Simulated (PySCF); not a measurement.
```xyz
7

Si   -0.6565   -0.0382   -0.0145
N     1.0645    0.0958   -0.1578
H    -1.1854   -0.5343    1.3027
H    -1.2406    1.3187   -0.2381
H    -1.1387   -0.9874   -1.0626
H     1.5440    0.8301    0.3514
H     1.6273   -0.7477   -0.1715
```

Geometry: PBE0-D3(BJ)/def2-SVP.

Level of theory: PBE0/pcSseg-2, SCF density, gas phase, non-relativistic in PySCF 2.14.0.

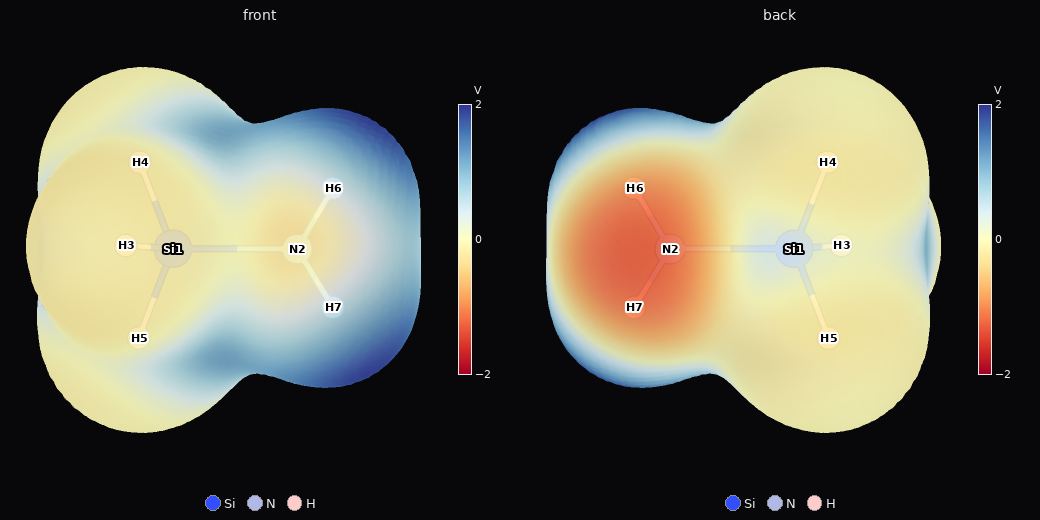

H5NSi. The electrostatic potential painted on the density surface at 0.002 e/bohr³, seen from the front and from behind; the colour scale runs from red (negative) to blue (positive).

Question: Where is the surface potential most negative and most positive?

Answer: The most negative region (about −1.3 V) lies over N2, the most positive (about +1.9 V) over H6 and H7. N2 is the likeliest acceptor of a hydrogen bond.

Question: How polar is the molecule by this calculation?

Answer: Its dipole moment is 1.30 D.
